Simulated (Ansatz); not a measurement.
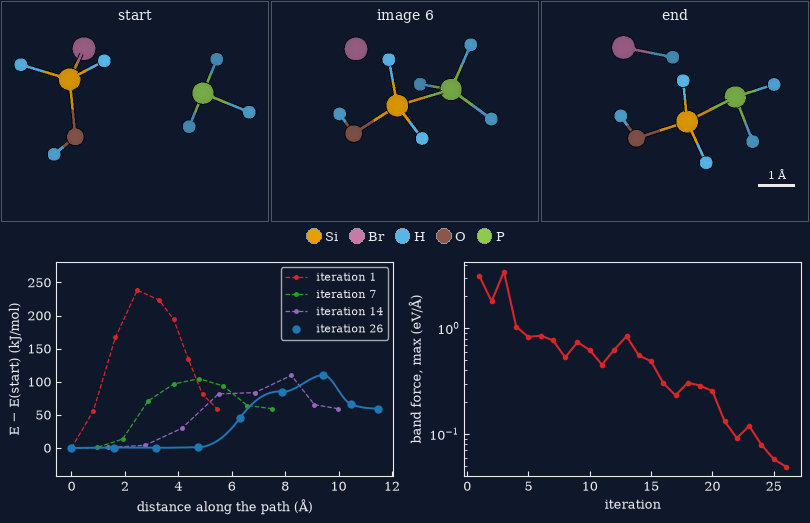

A search for the minimum-energy path of SiPH$_{6}$OBr, made up of SiH₃OBr and PH3 by the nudged elastic band. Images are numbered from 0 (start) to 8 (end). The plot follows the band through its iterations. Style: ball-and-stick. Shown at a tilt.

Theory: Ansatz, RKS PBE0/def2-SVP. Run with 7 movable images; climbing image; force threshold 0.05 eV/Å; iteration limit 60; starting path through a guess of the saddle point.

Did the band converge, and can the barrier be trusted?

The result is final at these settings. The band converged in 26 iterations. The largest component of the band force went from 3.1 to 0.049 eV/Å. The climbing image converged on the top of the path. Its vibrational analysis gives one imaginary mode (495i cm⁻¹), as a transition state must have. The first iteration put the highest image at 238.4 kJ/mol. The energy climbs by 110.0 kJ/mol to image 6 and then falls by 50.6 kJ/mol, so the end point sits at +59.4 kJ/mol.

Limits of the set-up: the start holds two separate molecules, 3.5 Å apart at their closest, whose relative position is a soft coordinate and is computed without a dispersion correction.

Cost: 7.4 min on 2 threads of Arm Neoverse V2 (shared host), peak memory 0.29 GiB.
